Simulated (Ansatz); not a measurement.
## A small benchmark: atomisation enthalpy at 298 K

10 molecules with open shells; the atomisation enthalpy at 298 K in kJ/mol, computed less measured. Shapes, held fixed at every level: PBE0-D4/def2-TZVP. Flexible molecules stand in one conformer, not always the lowest. Thermal terms are harmonic and unscaled (PBE0-D4/def2-TZVP); the spin-orbit lowering of the free atoms is taken from their spectra. Programs: Ansatz 0.2.0. Measured values: Active Thermochemical Tables.

Levels: A = SPW92/def2-TZVPP; B = r2SCAN-D4/def2-TZVPP; C = PBE0-D4/def2-TZVPP; D = wB97M-V/def2-TZVPP.

```
                    molecule  from tabulated heats     A    B    C    D
N2H (dinitrogen monohydride)                   913  +227   -2  +15  +18
        C2HO (SMILES C#C[O])                  1723  +361  +45  +36  +10
         CH2N (SMILES C=[N])                  1387  +229   +8  +15   +9
        CH3 (methyl radical)                  1224  +130  +15   +3   -1
CH3O (hydroxymethyl radical)                  1636  +280  +15   +5   +3
   N2H3 (hydrazinyl radical)                  1374  +297   +2  +19  +23
      C2H3O (acetyl radical)                  2347  +396  +22  +21   +6
C3H3 (cyclopropenyl radical)                  2318  +403  +33  +54  +11
    C3H3 (propargyl radical)                  2453  +383  +31  +37   +2
      C2H5O (ethoxy radical)                  2784  +442  +28  +26  +15
```

Problem. Sum up the errors.

Solution. 
| level | kind | mean error | mean absolute error | worst case |
| --- | --- | --- | --- | --- |
| SPW92/def2-TZVPP | LDA | +314.8 | 314.8 | C2H5O |
| r2SCAN-D4/def2-TZVPP | meta-GGA | +19.7 | 20.1 | C2HO |
| PBE0-D4/def2-TZVPP | global hybrid | +23.1 | 23.1 | C3H3 (cyclopropenyl radical) |
| wB97M-V/def2-TZVPP | range-separated hybrid | +9.6 | 9.8 | N2H3 |

On this set wB97M-V/def2-TZVPP has the smallest mean absolute error and SPW92/def2-TZVPP the largest. SPW92/def2-TZVPP is too high in 10 of 10; r2SCAN-D4/def2-TZVPP is too high in 9 of 10; PBE0-D4/def2-TZVPP is too high in 10 of 10; wB97M-V/def2-TZVPP is too high in 9 of 10. Heats of the atoms come from ATcT where it has them. For SPW92/def2-TZVPP the error tends to grow with the atomisation enthalpy. Open shells run unrestricted. The set is small.

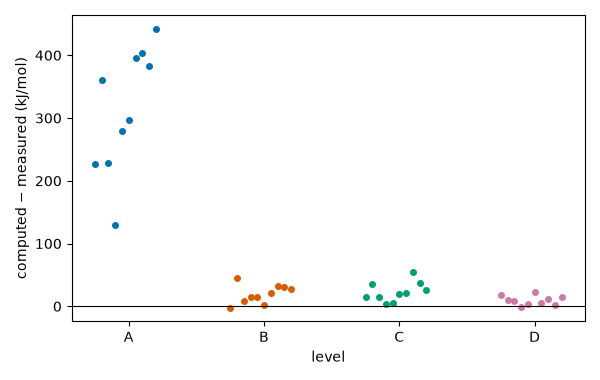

Errors of each level, one point a molecule.
